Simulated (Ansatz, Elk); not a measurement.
## How far do independent atoms describe NaMnBr3?

Structure refinements treat a crystal as free atoms side by side. For a made-up structure of NaMnBr3 (cell and positions from a PBEsol relaxation) the runs below show what the calculated density changes in F(hkl).

Program: Elk 11.2.3 (patched build). Level of theory: DFT, PBE, all-electron APW+lo, Dirac cores, scalar-relativistic bands, static density, ferromagnetic start. Results are calculated unless marked as measured.

The structure was built from a prototype and need not be the compound's stable phase.

## Step 1: Starting point

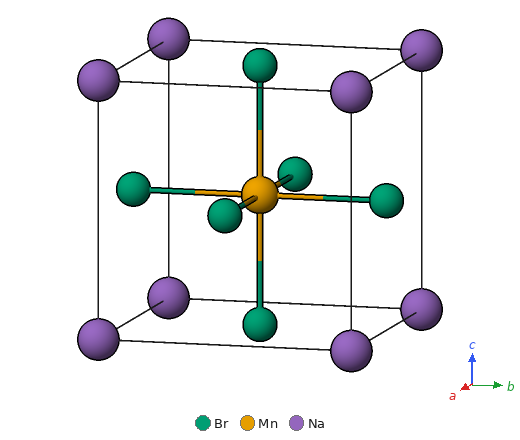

The cell as given, slightly off an axis (bromine teal, manganese orange, sodium purple). Some periodic images of atoms are drawn too.

Structure file:

```cif
data_structure
_symmetry_space_group_name_H-M 'Pm-3m'
_symmetry_Int_Tables_number 221
_cell_length_a 5.2218
_cell_length_b 5.2218
_cell_length_c 5.2218
_cell_angle_alpha 90.000
_cell_angle_beta 90.000
_cell_angle_gamma 90.000
_cell_volume 142.38
loop_
_atom_site_label
_atom_site_type_symbol
_atom_site_symmetry_multiplicity
_atom_site_Wyckoff_symbol
_atom_site_fract_x
_atom_site_fract_y
_atom_site_fract_z
_atom_site_occupancy
Br1 Br 3 c 0.00000 0.50000 0.50000 1
Mn1 Mn 1 b 0.50000 0.50000 0.50000 1
Na1 Na 1 a 0.00000 0.00000 0.00000 1
```

## Step 2: Ground state and structure factors

An all-electron density is needed, since X-rays see the cores too. Task 0 finds the density and task 195 Fourier-transforms it; tshift is off so that phases refer to the origin typed.

The input, elk.in:

```
tasks
  0
  195
  196

xctype
  20

spinpol
  .true.

rgkmax
  7.0

gmaxvr
  14.0

lmaxo
  7

lmaxapw
  8

swidth
  0.002

tshift
  .false.

ramdisk
  .false.

hmaxvr
  5.5

maxscl
  120

epspot
  1e-06

reducebf
  0.8

sppath
  './'

avec
  9.86772144769 0.00000000000 0.00000000000
  0.00000000000 9.86772144769 0.00000000000
  0.00000000000 0.00000000000 9.86772144769

atoms
  3
  'Br.in'
  3
  -0.0000000000 0.5000000000 0.5000000000   0.000000 0.000000 0.000000
  0.5000000000 0.5000000000 0.0000000000   0.000000 0.000000 0.000000
  0.5000000000 0.0000000000 0.5000000000   0.000000 0.000000 0.000000
  'Mn.in'
  1
  0.5000000000 0.5000000000 0.5000000000   0.000000 0.000000 -0.220000
  'Na.in'
  1
  0.0000000000 -0.0000000000 -0.0000000000   0.000000 0.000000 0.000000

ngridk
  4 4 4
```

Command:

```console
$ OMP_NUM_THREADS=4 elk
```

Numbers of over 12 decimals in the logs are rounded to 6 here.

The program printed:

```text
┌─────────────────────────┐
│ Elk code version 11.2.3 │
└─────────────────────────┘

All units are atomic (Hartree, Bohr, etc.)

┌─────────────────────────────────────────────────┐
│ Ground-state run starting from atomic densities │
└─────────────────────────────────────────────────┘

Lattice vectors :
   9.867721448       0.000000000       0.000000000
   0.000000000       9.867721448       0.000000000
   0.000000000       0.000000000       9.867721448

Reciprocal lattice vectors :
  0.6367412518       0.000000000       0.000000000
   0.000000000      0.6367412518       0.000000000
   0.000000000       0.000000000      0.6367412518

Unit cell volume      :    960.8390482
Brillouin zone volume :   0.2581600050

Muffin-tin inner radius fraction :   0.1000000000E-01

Nuclei treated as point charges

Species : 1 (Br)
 parameters loaded from : Br.in
 name : bromine
 nuclear charge    :   -35.00000000
 electronic charge :    35.00000000
 atomic mass :    145656.0816
 muffin-tin radius :    2.400000000
 number of radial points in muffin-tin :    993
 inner part over the whole radius :   0.9934012010E-02
 number on inner part of muffin-tin    :    703
 approximate nuclear radius :   0.7858070945E-04
 number of mesh points to nuclear radius :    344
 atomic positions (lattice), magnetic fields (Cartesian) :
  1 :   0.00000000  0.50000000  0.50000000    0.00000000  0.00000000  0.00000000
  2 :   0.50000000  0.50000000  0.00000000    0.00000000  0.00000000  0.00000000
  3 :   0.50000000  0.00000000  0.50000000    0.00000000  0.00000000  0.00000000

Species : 2 (Mn)
 parameters loaded from : Mn.in
 name : manganese
 nuclear charge    :   -25.00000000
 electronic charge :    25.00000000
 atomic mass :    100145.9370
 muffin-tin radius :    2.400000000
 number of radial points in muffin-tin :    993
 inner part over the whole radius :   0.9953723401E-02
 number on inner part of muffin-tin    :    700
 approximate nuclear radius :   0.7074591925E-04
 number of mesh points to nuclear radius :    330
 atomic positions (lattice), magnetic fields (Cartesian) :
  1 :   0.50000000  0.50000000  0.50000000    0.00000000  0.00000000 -0.22000000

Species : 3 (Na)
 parameters loaded from : Na.in
 name : sodium
 nuclear charge    :   -11.00000000
 electronic charge :    11.00000000
 atomic mass :    41907.78703
 muffin-tin radius :    2.200000000
 number of radial points in muffin-tin :    793
 inner part over the whole radius :   0.9883648912E-02
 number on inner part of muffin-tin    :    551
 approximate nuclear radius :   0.5574345702E-04
 number of mesh points to nuclear radius :    238
 atomic positions (lattice), magnetic fields (Cartesian) :
  1 :   0.00000000  0.00000000  0.00000000    0.00000000  0.00000000  0.00000000

Total number of atoms per unit cell :    5
Total muffin-tin volume :    276.2255813
 ratio of muffin-tin to unit cell volume :   0.2874837173

Spin treatment :
 spin-polarised
 global magnetic field (Cartesian) :    0.000000000       0.000000000       0.000000000
 collinear magnetisation in z-direction

Number of Bravais lattice symmetries :   48
Number of crystal symmetries         :   48
Crystal has inversion symmetry
Real symmetric eigensolver will be used

k-point grid :      4     4     4
k-point offset :    0.000000000       0.000000000       0.000000000
k-point set is reduced with full crystal symmetry group
Total number of k-points :       10

Muffin-tin radius times maximum |G+k| :    7.000000000
 using average radius
Maximum |G+k| for APW functions       :    2.966101695
Maximum (1/2)|G+k|²                   :    4.398879632
Maximum |G| for potential and density :    14.00000000
Constant for pseudocharge density :    8
 order of it for each species :   15  15  15
 order of it for pair densities of each species (exact exchange by exxq0 0: 16) :   10  10   8
Radial integration step length :    1

G-vector grid sizes :     45    45    45
Number of G-vectors :    44395

Maximum angular momentum used for
[...]
total in muffin-tins        :    4.243405304
 total moment                :    4.525943063

RMS change in Kohn-Sham potential (target) :    2.357256122     (  0.1000000000E-05)
Absolute change in total energy (target)   :    3.200636124     (  0.1000000000E-03)

[... loops 3 to 18 left out ...]

┌──────────────────┐
│ Loop number : 19 │
└──────────────────┘

Energies :
 Fermi                       :     0.107627
 sum of occupied eigenvalues :     -5309.9783479996
 electron kinetic            :      9353.7841955750
 core electron kinetic       :      8474.2820863109
 Coulomb                     :     -18151.266252859
 Coulomb potential           :     -14216.746169982
 nuclear-nuclear             :     -968.59034977543
 electron-nuclear            :     -20166.022402103
 Hartree                     :      2983.3464990190
 Madelung                    :     -11042.893167868
 xc potential                :     -446.64502823227
 xc effective B-field        :    -0.371292
 external B-field            :      0.000000
 exchange                    :     -337.05944837692
 correlation                 :     -6.653322
 electron entropic           :    -0.21028149925902E-04
 total energy                :     -9141.1948487799
 (external B-field energy excluded from total)

Density of states at Fermi energy :   0.8163612208
 (states/Hartree/unit cell)

Estimated indirect band gap :   0.2081901941E-01
 from k-point 10 to k-point 1
Estimated direct band gap   :   0.4046589279E-01
 at k-point 6

Charges :
 core                        :    66.00000000
 valence                     :    75.00000000
 interstitial                :    6.902709779
 muffin-tins (core leakage)
  species : 1 (Br)
[...]
species : 2 (Mn)
[...]
species : 3 (Na)
[...]
total in muffin-tins        :    134.0972902
 total calculated charge     :    140.9992764
 total charge                :    141.0000000
 error                       :   0.7236434383E-03

Moments :
 interstitial                :   0.3137159714
 muffin-tins
  species : 1 (Br)
[...]
species : 2 (Mn)
[...]
species : 3 (Na)
[...]
total in muffin-tins        :    4.684582823
 total moment                :    4.998298795

RMS change in Kohn-Sham potential (target) :   0.7767608352E-06 (  0.1000000000E-05)
Absolute change in total energy (target)   :   0.1556332063E-04 (  0.1000000000E-03)

Convergence targets achieved

┌──────────────────┐
│ Loop number : 20 │
└──────────────────┘

Energies :
 Fermi                       :     0.107627
 sum of occupied eigenvalues :     -5309.9783253614
 electron kinetic            :      9353.7841989071
 core electron kinetic       :      8474.2820861105
 Coulomb                     :     -18151.266241503
 Coulomb potential           :     -14216.746168676
 nuclear-nuclear             :     -968.59034977543
 electron-nuclear            :     -20166.022381235
 Hartree                     :      2983.3464895073
 Madelung                    :     -11042.893157165
 xc potential                :     -446.64501811451
 xc effective B-field        :    -0.371289
 external B-field            :      0.000000
 exchange                    :     -337.05944550649
 correlation                 :     -6.653322
 electron entropic           :    -0.21053713796892E-04
 total energy                :     -9141.1948314806
 (external B-field energy excluded from total)

Density of states at Fermi energy :   0.8175327359
 (states/Hartree/unit cell)

Estimated indirect band gap :   0.2081324526E-01
 from k-point 10 to k-point 1
Estimated direct band gap   :   0.4045975337E-01
 at k-point 6

Charges :
 core                        :    66.00000000
 valence                     :    75.00000000
 interstitial                :    6.902710040
 muffin-tins (core leakage)
  species : 1 (Br)
[...]
atom 3                    :    33.54879066     (  0.2296053501E-04)
  species : 2 (Mn)
   atom 1                    :    23.49912308     ( -0.2246776205E-06)
  species : 3 (Na)
   atom 1                    :    9.951794907     ( -0.9715865712E-07)
 total in muffin-tins        :    134.0972900
 total calculated charge     :    140.9992764
 total charge                :    141.0000000
 error                       :   0.7236421197E-03

Moments :
 interstitial                :   0.3137149288
 muffin-tins
  species : 1 (Br)
[...]
atom 3                    :   0.8045634986E-01
  species : 2 (Mn)
   atom 1                    :    4.442386602
  species : 3 (Na)
   atom 1                    :   0.8258469864E-03
 total in muffin-tins        :    4.684581499
 total moment                :    4.998296427

┌──────────────────────────────┐
│ Self-consistent loop stopped │
└──────────────────────────────┘

Wrote STATE.OUT
```

Elapsed: 3.7 min, on 4 threads of Arm Neoverse N1, shared host; peak memory 0.5 GiB.

SFACRHO.OUT:

```text

h k l indices transformed by vhmat matrix:
   1.000000000       0.000000000       0.000000000    
   0.000000000       1.000000000       0.000000000    
   0.000000000       0.000000000       1.000000000    

      h      k      l  multipl.   |H|            Re(F)            Im(F)           |F|

      0      0      0      1   0.0000000       141.00000      0.17455277E-15   141.00000    
      0      0      1      6  0.63674125      -45.857091      0.99049598E-14   45.857091    
      0     -1      1     12  0.90048811     -0.52161862      0.15458320E-14  0.52161862    
     -1     -1     -1      8   1.1028682       76.848575      0.12609797E-13   76.848575    
      0      0     -2      6   1.2734825       112.30031      0.18726309E-13   112.30031    
     -1     -2      0     24   1.4237967      -37.574633     -0.13263522E-13   37.574633    
     -2      1      1     24   1.5596912     -0.54697657     -0.12664064E-13  0.54697657    
     -2      2      0     12   1.8009762       98.479003     -0.25227708E-14   98.479003    
     -2      1     -2     24   1.9102238      -33.341845      0.57943287E-16   33.341845    
     -3      0      0      6   1.9102238      -33.413375     -0.23790697E-13   33.413375    
      0      3     -1     24   2.0135526      -1.1356317     -0.38918104E-14   1.1356317    
      3     -1      1     24   2.1118318       60.989150     -0.10795942E-13   60.989150    
      2      2      2      8   2.2057364       89.596989     -0.44868288E-13   89.596989    
      0      3     -2     24   2.2958032      -30.659757      0.18378036E-13   30.659757    
     -3      1      2     48   2.3824676      -1.8536777      0.11796358E-13   1.8536777    
      4      0      0      6   2.5469650       83.103084     -0.27486130E-13   83.103084    
     -1      0      4     24   2.6253514      -28.696981     -0.48733457E-15   28.696981    
      2     -3     -2     24   2.6253514      -28.596886     -0.21635545E-13   28.596886
```

Elk indexes on the primitive cell of elk.in and gives |H| = 4π sin θ/λ in inverse bohr. Below, one row stands for each form hkl of the conventional cell (m members, Friedel mates merged), F is for one primitive cell and the density is static (no thermal factor). Free-atom factors are Waasmaier and Kirfel's, and R is Σm||F|−|F'||/Σm|F|.

| hkl | m | sin θ/λ (Å⁻¹) | abs F, DFT | neutral atoms | diff. | ions | diff. |
| --- | --- | --- | --- | --- | --- | --- | --- |
| 100 | 6 | 0.096 | 45.857 | 45.583 | +0.274 | 45.438 | +0.419 |
| 110 | 12 | 0.135 | 0.522 | 0.284 | +0.237 | 0.722 | -0.200 |
| 111 | 8 | 0.166 | 76.849 | 76.598 | +0.251 | 76.700 | +0.149 |
| 200 | 6 | 0.192 | 112.300 | 112.142 | +0.158 | 112.170 | +0.130 |
| 210 | 24 | 0.214 | 37.575 | 37.525 | +0.050 | 37.579 | -0.004 |
| 211 | 24 | 0.234 | 0.547 | 0.552 | -0.005 | 0.325 | +0.222 |
| 220 | 12 | 0.271 | 98.479 | 98.657 | -0.178 | 98.673 | -0.194 |
| 221 | 24 | 0.287 | 33.342 | 33.418 | -0.076 | 33.487 | -0.146 |
| 300 | 6 | 0.287 | 33.413 | 33.418 | -0.004 | 33.487 | -0.074 |
| 310 | 24 | 0.303 | 1.136 | 1.214 | -0.078 | 1.046 | +0.090 |
| 311 | 24 | 0.318 | 60.989 | 61.217 | -0.228 | 61.009 | -0.020 |
| 222 | 8 | 0.332 | 89.597 | 89.822 | -0.225 | 89.806 | -0.209 |
| 320 | 24 | 0.345 | 30.660 | 30.694 | -0.034 | 30.726 | -0.066 |
| 321 | 48 | 0.358 | 1.854 | 1.891 | -0.037 | 1.796 | +0.058 |

The ions are Na+, Mn2+ and Br−, by formal charge.

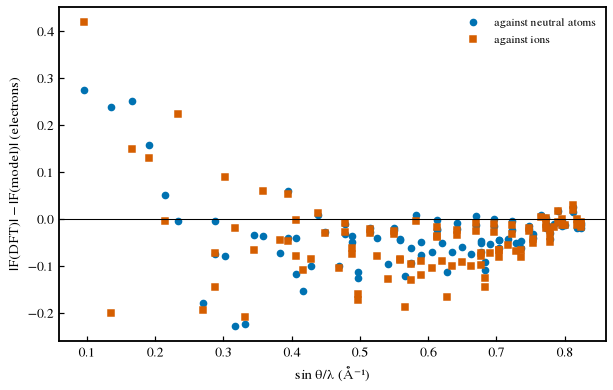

Difference between the calculated structure factors and the independent-atom ones.

## Step 3: The magnetisation density

The same run holds the spin density, and task 196 transforms it. The order is that of the start, and no other was tried.

SFACMAG_1.OUT:

```text

h k l indices transformed by vhmat matrix:
   1.000000000       0.000000000       0.000000000    
   0.000000000       1.000000000       0.000000000    
   0.000000000       0.000000000       1.000000000    

      h      k      l  multipl.   |H|            Re(F)            Im(F)           |F|

      0      0      0      1   0.0000000       4.9982966     -0.39980668E-17   4.9982966    
      0      0      1      6  0.63674125      -4.2419667      0.47313964E-15   4.2419667    
      0     -1      1     12  0.90048811       3.6797050      0.11889148E-15   3.6797050    
     -1     -1     -1      8   1.1028682      -3.2465966     -0.11344932E-14   3.2465966    
      0      0     -2      6   1.2734825       3.1086512      0.72145493E-15   3.1086512    
     -1     -2      0     24   1.4237967      -2.7704252     -0.10060322E-14   2.7704252    
     -2      1      1     24   1.5596912       2.5015308      0.68306005E-16   2.5015308    
     -2      2      0     12   1.8009762       2.1264683     -0.13909769E-15   2.1264683    
     -2      1     -2     24   1.9102238      -1.9541461     -0.71961151E-15   1.9541461    
     -3      0      0      6   1.9102238      -1.8828005     -0.72250707E-15   1.8828005    
      0      3     -1     24   2.0135526       1.7519246     -0.43738372E-15   1.7519246    
      3     -1      1     24   2.1118318      -1.6379311      0.62596179E-15   1.6379311    
      2      2      2      8   2.2057364       1.5451785     -0.11583709E-14   1.5451785    
      0      3     -2     24   2.2958032      -1.4119150      0.17974574E-15   1.4119150    
     -3      1      2     48   2.3824676       1.3276083      0.82281754E-16   1.3276083    
      4      0      0      6   2.5469650       1.1158534     -0.55019404E-15   1.1158534
```

The total moment is 5.00 μB a cell; sphere moments: Br1 +0.08, Br2 +0.08, Br3 +0.08, Mn4 +4.44, Na5 0.00 μB. Polarised neutrons measure spin and orbital magnetisation together; without spin-orbit coupling the run gives the spin part:

| hkl | sin θ/λ (Å⁻¹) | abs F_M (μB) |
| --- | --- | --- |
| 100 | 0.096 | 4.242 |
| 110 | 0.135 | 3.680 |
| 111 | 0.166 | 3.247 |
| 200 | 0.192 | 3.109 |
| 210 | 0.214 | 2.770 |
| 211 | 0.234 | 2.502 |
| 220 | 0.271 | 2.127 |
| 221 | 0.287 | 1.954 |
| 300 | 0.287 | 1.883 |
| 310 | 0.303 | 1.752 |
| 311 | 0.318 | 1.638 |
| 222 | 0.332 | 1.545 |
| 320 | 0.345 | 1.412 |
| 321 | 0.358 | 1.328 |

## Step 4: The highest occupied states alone

An energy window below the Fermi level keeps the highest occupied states, to see at which angles they scatter; shallow core shells can lie inside it and anion s states outside. No new self-consistency is needed.

elk.in, as its differences from that of step 2:

```diff
@@ -1,5 +1,3 @@
 tasks
-  0
   195
-  196
 
@@ -44,2 +42,5 @@
 
+wsfac
+  -0.333360 0.407630
+
 sppath
```

Command:

```console
$ OMP_NUM_THREADS=4 elk
```

The program printed:

```text
┌─────────────────────────────────┐
│ Elk code version 11.2.3 started │
└─────────────────────────────────┘

Info(readinput): the functional depends on the density's gradient
 muffin-tin radial points multiplied by    2.00000
 (not where nrmtscf is given)

┌────────────────────┐
│ Current task : 195 │
└────────────────────┘

Info(sfacrho): density structure factors written to SFACRHO.OUT

 Energy window :  -0.3333600000      0.4076300000

┌──────────────────┐
│ Elk code stopped │
└──────────────────┘
```

Run time: 27 s. Hardware: 4 threads; peak memory 0.22 GiB.

States within 12 eV below the Fermi level hold 23.00 electrons; any levels below the window count with the cores. Their amplitudes can exceed the total, where window and core parts have opposite phase:

| hkl | sin θ/λ (Å⁻¹) | abs F, window | abs F, all |
| --- | --- | --- | --- |
| 100 | 0.096 | 8.816 | 45.857 |
| 110 | 0.135 | 1.550 | 0.522 |
| 111 | 0.166 | 1.962 | 76.849 |
| 200 | 0.192 | 7.217 | 112.300 |
| 210 | 0.214 | 3.868 | 37.575 |
| 211 | 0.234 | 2.112 | 0.547 |
| 220 | 0.271 | 2.763 | 98.479 |
| 221 | 0.287 | 2.096 | 33.342 |
| 300 | 0.287 | 2.063 | 33.413 |
| 310 | 0.303 | 1.913 | 1.136 |

[end of part 1 of 2]

[Logs are printed without paths, hosts, clocks, repeated set-up lines and the standing remarks that a program may print on its own settings, such as how far it seeks lower states.]

[Hosts, paths, dates, database ids (printed as entryN), source tags and the programs' standing remarks are cut or masked in the printed files.]
